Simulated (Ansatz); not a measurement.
**InH2F (SMILES [H][In]([H])[F]): levels of theory compared**

Aim: a comparison of 6 runs (HF/STO-3G, UPBE0/STO-3G, r2SCAN/STO-3G, MP2/STO-3G, BCCD(T)/STO-3G, UCCSD(T)/STO-3G) of InH2F. 

The calculation is run with Ansatz 0.2.0.

58 further runs of the same task are left out: 2 that didn't finish, 56 set aside as unsound or not needed.

### Step 1. The system as given

InH2F has 4 atoms, charge 0, and is taken as a singlet. SMILES: `[H][In]([H])[F]`. The H3–In1 distance was set to 2.114 Å, away from the relaxed value.

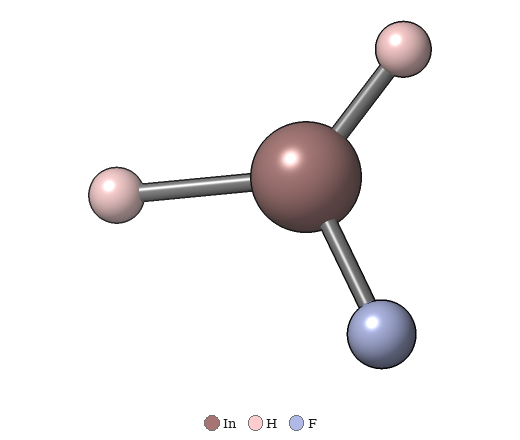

The structure, seen from a chosen angle (indium brown, hydrogen pink, fluorine light blue).

### Step 2. A single-point energy at HF/STO-3G (run 1)

The input, in.yaml:

```yaml
crystal:
  periodic: [false, false, false]
  atoms:
    - {symbol: In, position_ang: [0.309307, -0.230632, 0.004477]}
    - {symbol: H, position_ang: [1.991327, -0.421732, 0.018247]}
    - {symbol: H, position_ang: [-0.891440, 1.509340, -0.018860]}
    - {symbol: F, position_ang: [-0.688813, -1.900872, 0.010127]}
basis:
  gaussian:
    orbitals: STO-3G
total_charge: 0
magnetization:
  spin_polarized: false
  initial_magnetization: 0
hamiltonian:
  xc: hf
accuracy: high
```

Run with:

```
ansatz run in.yaml --threads 1 --pin off --max-ram 2610MiB --events-out events.jsonl --progress --plain --runs-dir runs
```

The program printed:

```text
Warning: RAYON_NUM_THREADS=1 ignored (pool sized by the plan → 1); use --threads N
Functional definition: HF
  name "HF"
  exchange = exact_x
  correlation = 0
621 factors; integrals over basis functions are off by at most 4.0e-9 eV
mean field evaluation 1: about -157334.1958 eV, gradient 1.8e1 eV
mean field evaluation 2: about -157334.2103 eV, gradient 1.8e1 eV
mean field evaluation 4: about -157336.4300 eV, gradient 1.5e0 eV
mean field evaluation 8: about -157336.4484 eV, gradient 2.9e-4 eV
mean field -157336.44844062 eV, -5782.0078337175 hartree, gradient 2.3e-8 eV, S^2 0.000000; 0 other end points of the search recorded, 0 dependent functions left out
reference -157336.44844062 eV, -5782.0078337175 hartree; 30, 30 occupied and 4, 4 virtual orbitals, 621 factors
Total energy: -157336.44844062 eV, -5782.0078337175 hartree
```

Run time: 0.4 s. Hardware: 1 thread of Arm Neoverse V2, shared host.

### Step 3. The energy at UPBE0/STO-3G (run 2)

The input, run.yaml:

```yaml
crystal:
  periodic: [false, false, false]
  atoms:
    - {symbol: In, position_ang: [0.309307, -0.230632, 0.004477]}
    - {symbol: H, position_ang: [1.991327, -0.421732, 0.018247]}
    - {symbol: H, position_ang: [-0.891440, 1.509340, -0.018860]}
    - {symbol: F, position_ang: [-0.688813, -1.900872, 0.010127]}
basis:
  gaussian:
    orbitals: STO-3G
magnetization:
  spin_polarized: true
hamiltonian:
  xc: {name: PBE0}
accuracy: high
```

Run with:

```
ansatz run run.yaml --threads 1 --pin off --max-ram 2610MiB --events-out events.jsonl --progress --plain --runs-dir runs
```

The program printed:

```text
Warning: RAYON_NUM_THREADS=1 ignored (pool sized by the plan → 1); use --threads N
Functional definition: PBE0
  name "PBE0"
  parameter a = 0.25
  parameter kappa = 0.804
  parameter beta = 0.06672455060314922
  exchange = (1 - a)*pbe_x(kappa = kappa, mu = beta*pi^2/3) + a*exact_x
  correlation = pbe_c(beta = beta)
621 factors; integrals over basis functions are off by at most 4.0e-9 eV
mean field evaluation 1: about -157389.6584 eV, gradient 1.3e1 eV
mean field evaluation 2: about -157377.2626 eV, gradient 5.0e1 eV
mean field evaluation 4: about -157391.6048 eV, gradient 1.3e0 eV
mean field evaluation 8: about -157391.5593 eV, gradient 5.8e-3 eV
mean field evaluation 16: about -157391.5593 eV, gradient 1.7e-7 eV
mean field -157391.55934870 eV, -5784.0331222340 hartree, gradient 1.5e-8 eV, S^2 0.000000; 0 other end points of the search recorded, 0 dependent functions left out
reference -157391.55935000 eV, -5784.0331222818 hartree; 30, 30 occupied and 4, 4 virtual orbitals, 621 factors
Total energy: -157391.55935000 eV, -5784.0331222818 hartree
```

Wall time 2.6 s (1 thread of Arm Neoverse V2, shared host); peak memory 0.17 GiB.

Runs 3 to 5 aren't shown in full; the table further down has their settings and results.

### Step 4. A single-point energy at UCCSD(T)/STO-3G (run 6)

The input, job.yaml:

```yaml
crystal:
  periodic: [false, false, false]
  atoms:
    - {symbol: In, position_ang: [0.309307, -0.230632, 0.004477]}
    - {symbol: H, position_ang: [1.991327, -0.421732, 0.018247]}
    - {symbol: H, position_ang: [-0.891440, 1.509340, -0.018860]}
    - {symbol: F, position_ang: [-0.688813, -1.900872, 0.010127]}
basis:
  gaussian: {orbitals: STO-3G}
magnetization: {spin_polarized: true, initial_magnetization: 0}
correlation: {method: ccsd_t, frozen_orbitals: {F: 1, H: 0, In: 18}}
accuracy: high
scf: {omitted_lower_state_checks: [cluster_reference, increment]}
```

Run with:

```
ansatz run job.yaml --threads 1 --pin off --max-ram 2610MiB --events-out events.jsonl --progress --plain --runs-dir runs
```

The program printed:

```text
Warning: RAYON_NUM_THREADS=1 ignored (pool sized by the plan → 1); use --threads N
[... 12 lines left out ...]
19 core orbitals not correlated: weight in the atoms' cores, before any rotation towards them, 1.000 or more for the frozen orbitals, at most 0.000 for the correlated occupied ones
[... 26 lines left out ...]
Total energy: -157338.76025472 eV, -5782.0927913189 hartree
Checks for a lower state left out: cluster_reference, increment
```

Run time: 0.78 s. Hardware: 1 thread of Arm Neoverse V2, shared host; peak memory 0.1 GiB.

### Step 5. All runs side by side

```
run            level  frozen core orbitals   energy (Eh)  wall time
  1        HF/STO-3G                     –  -5782.007834      0.4 s
  2     UPBE0/STO-3G                     –  -5784.033122      2.6 s
  3    r2SCAN/STO-3G                     –  -5784.556182      3.6 s
  4       MP2/STO-3G                    19  -5782.064379     0.44 s
  5   BCCD(T)/STO-3G                    19  -5782.092733     0.56 s
  6  UCCSD(T)/STO-3G                    19  -5782.092791     0.78 s
```

### Step 6. Summary of results

| quantity | value |
| --- | --- |
| run 6: total energy | -5782.09279 Eh |
| run 6: correlation energy (19 core orbitals frozen) | -85.0 mEh |
| run 6: (T) correction | -5.46 mEh |
| run 6: T1 diagnostic | 0.019 |

What this shows: Below the HF energy at the same shape and in the same basis (STO-3G): MP2 -56.5 mEh; BCCD(T) -84.9 mEh; UCCSD(T) -85.0 mEh. Some of these start from another determinant than that one, so these aren't their correlation energies. Totals of different functionals can't be ranked against each other. In runs 1, 2, 3, 4, 5, 6 the basis is minimal, so the values are rough. In runs 1, 2, 3, 4, 5, 6 relativity is left out where basis or elements ask for it. All runs together took 8.4 s, the longest 3.6 s.
